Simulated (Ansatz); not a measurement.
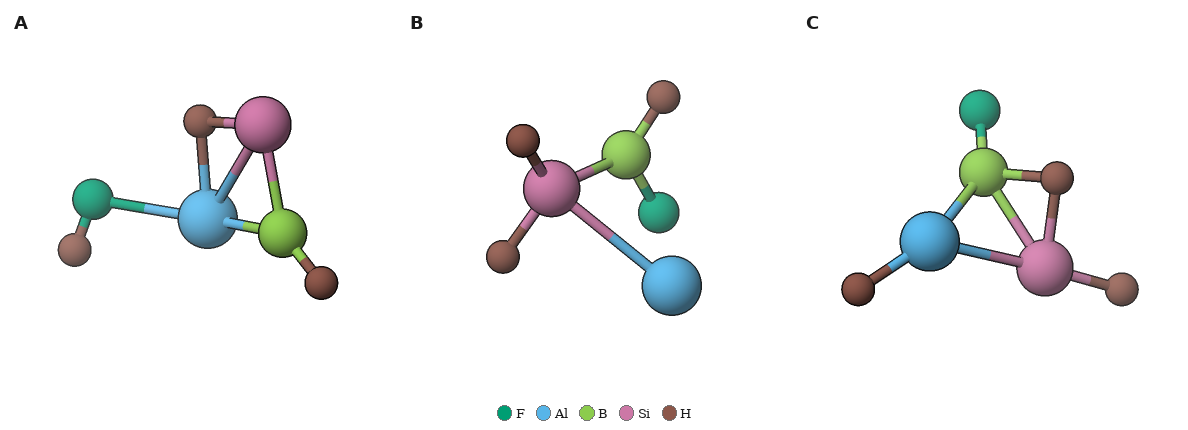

3 stationary structures of one formula. Geometries: PBE-D4/def2-SVP. Electronic energies: PBE-D4/def2-SVP (Ansatz 0.2.0), without zero-point energy. No frequency run is at hand to confirm each as a minimum. Each is one conformer, not always the lowest.

Which is lowest in energy, and by how much?

Answer. B is lowest (C1); C lies 11.1 kcal/mol above it (C1), A lies 61.2 kcal/mol above it (C1).
